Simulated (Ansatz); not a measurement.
Potential energy curve for BrNa, singlet.

Levels of theory: RKS-PBE0 = restricted PBE0/cc-pVDZ (Ansatz, a program for electronic structure); RKS-PBE = restricted PBE/cc-pVDZ run with Ansatz; RKS-BLYP = Ansatz with restricted BLYP/cc-pVDZ; UKS-PBE0 = unrestricted PBE0/cc-pVDZ run with Ansatz; UKS-BLYP = unrestricted BLYP/cc-pVDZ (Ansatz); UKS-PBE = unrestricted PBE/cc-pVDZ run with Ansatz; FCI = full CI/cc-pVDZ, cores with 3d frozen (Ansatz).

Cost and accuracy over the 22 points of the scan, with FCI as yardstick. Costs are rough ratios of core time within Ansatz on shared cores, each with its mean field (Kohn-Sham runs search longer for lower solutions than correlated ones do); the miss is the largest error against full CI of the curve after the mean shift, in kJ/mol.

Task: Which of them comes closest to FCI within 2 times the cost of the cheapest?

Result: RKS-PBE0, 23.0 kJ/mol off at most.

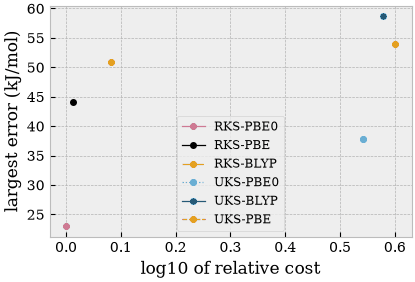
Fig. 1. Miss against cost, one point a level.

```
level     relative cost  largest error
--------  -------------  -------------
RKS-PBE0              1           23.0
RKS-PBE               1           44.1
RKS-BLYP              1           50.9
UKS-PBE0              3           37.9
UKS-BLYP              4           58.7
UKS-PBE               4           53.9
```

Costs within a factor of two of each other count as equal.

The restricted form behind RKS-PBE0, RKS-PBE, RKS-BLYP keeps the bonding electrons paired and can't separate into open-shell fragments. The unrestricted determinant behind UKS-PBE0, UKS-BLYP, UKS-PBE is spin-contaminated at 4.57 to 9.80 Å (<S²> up to 0.6, against 0.00 for a pure singlet).
